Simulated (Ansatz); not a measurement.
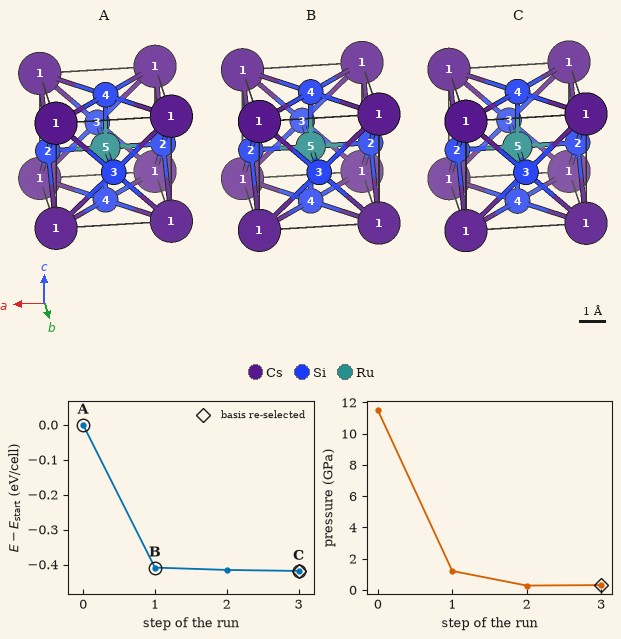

Frames of a relaxation of solid CsSi₃Ru (built on the cubic perovskite type) (coarse preliminary run), marked on the history of the run. Style: ball-and-stick. Shown: the cell of the calculation, from a free direction.

Case: cubic perovskite type (Pm-3m, No. 221).

Method: Ansatz, DFT PBE, scalar-relativistic, plane waves, PAW.

Input
```yaml
crystal:
  lattice:
    - [4.6061432009, 0.0, 0.0]
    - [0.0, 4.6061432009, 0.0]
    - [0.0, 0.0, 4.6061432009]
  atoms:
    - { symbol: Cs, position: [0.0, 0.0, 0.0] }
    - { symbol: Si, position: [0.0, 0.5, 0.5] }
    - { symbol: Si, position: [0.5, 0.0, 0.5] }
    - { symbol: Si, position: [0.5, 0.5, 0.0] }
    - { symbol: Ru, position: [0.5, 0.5, 0.5] }
basis:
  ecutwfc: 420
kpoints:
  mp_grid: { grid: [4, 4, 4] }
hamiltonian:
  xc: pbe
scf:
  occupations: { method: gaussian, width: 0.1 }
  lower_state_search: "off"
output:
  forces: true
  stress: true
  eigenvalues: true
relax:
  adjacent_minimum: "off"
  f_tol: 0.04
  max_steps: 70
  cell: { stress_tol: 0.4 }
```

Run as
```bash
ansatz run input.yaml --threads 1 --pin off --max-ram 2560MiB --backend cpu --events-out ev --progress --plain --runs-dir out
```

Describe the path.

Answer. No atom moves by more than 0.005 Å relative to the cell. Cell: a = b = c 4.606 → 4.798 Å (+4.2 %). Volume +13.0 %. Some distances before and after: Cs1–Si2 3.257 → 3.392 Å, Si2–Ru5 2.303 → 2.399 Å. The space group stays Pm-3m (No. 221). After 2 accepted moves (3 points after the start) the energy has fallen by 0.418 eV per cell of the calculation. All forces vanish by symmetry, so only the cell relaxes. The pressure goes from 11.51 to 0.31 GPa. At 1 point the geometry stayed and the basis and grid were re-selected for the new cell (energy shift of 2.9 meV per cell of the calculation at most each time). From step 0 to 1: volume +11.5 %, energy −0.409 eV per cell of the calculation. From step 1 to 3: volume +1.4 %, energy −9.6 meV per cell of the calculation.

| step | E − E(0), meV/atom | pressure, GPa | volume, Å³/atom | note |
| --- | --- | --- | --- | --- |
| 0 | 0.00 | 11.51 | 19.545 |  |
| 1 | -81.75 | 1.22 | 21.786 |  |
| 2 | -83.10 | 0.28 | 22.086 |  |
| 3 | -83.67 | 0.31 | 22.086 | same geometry, new basis |
